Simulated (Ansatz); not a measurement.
```yaml
atoms:
  - { symbol: As, position_ang: [0.4742, 1.7643, -0.4169] }
  - { symbol: Si, position_ang: [-0.5258, -0.1499, -0.1199] }
  - { symbol: H, position_ang: [-1.1473, -0.5801, 1.1574] }
  - { symbol: H, position_ang: [-0.6719, -1.1894, -1.1692] }
```

Geometry: B3LYP-D3(BJ)/6-311G**.

Theory: isolated molecule in a Gaussian basis; Kohn-Sham density functional theory, functional PBE0 (Ansatz 0.2.0).

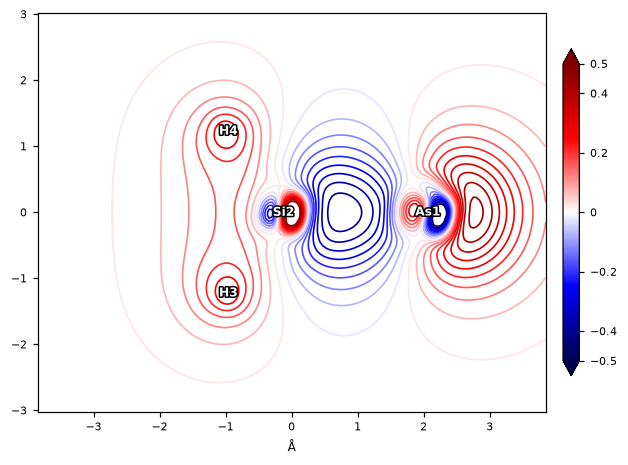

AsH2Si (SMILES [SiH2]=[As]) (doublet). The HOMO−1 (β) on the molecular plane (values in Å⁻³ᐟ²; the overall sign is arbitrary).

Where does this orbital lie, and at what energy?

It lies mainly on As1 (about 60 %) and Si2 (about 30 %); it is symmetric in the molecular plane (an in-plane orbital: σ, lone-pair or in-plane π type). Its energy is −8.20 eV.
